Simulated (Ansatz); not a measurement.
AlAs, carrier doping

Start from AlAs in the wurtzite structure (space group P6_3mc, No. 186; a = 4.003 Å, c = 6.581 Å; a model cell, its experimental status unchecked).

Carriers are added at fixed cell with a uniform background; the Fermi–Dirac width is that of 300 K.

Calculations: PBEsol (Ansatz, an electronic-structure program), no spin-orbit coupling, earlier PAW set.

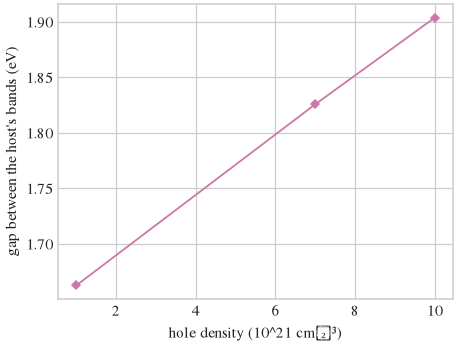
Figure: Gap between the host's bands against hole density

**Question.** From the plot, what is the gap between the host's bands for holes 7.0×10^21 cm⁻³?

**Answer.** About 1.83 eV.

**Question.** Is the trend monotonic over the range shown?

**Answer.** Yes, it rises throughout, spanning 1.66 eV to 1.90 eV.

Charged cell with a jellium background: band edges are those of the host's band count, energies are not comparable with the neutral cell, and many-body gap narrowing is missing. Whether these cells are dynamically stable was not tested. This is not the structure that AlAs has at room temperature and ambient pressure.
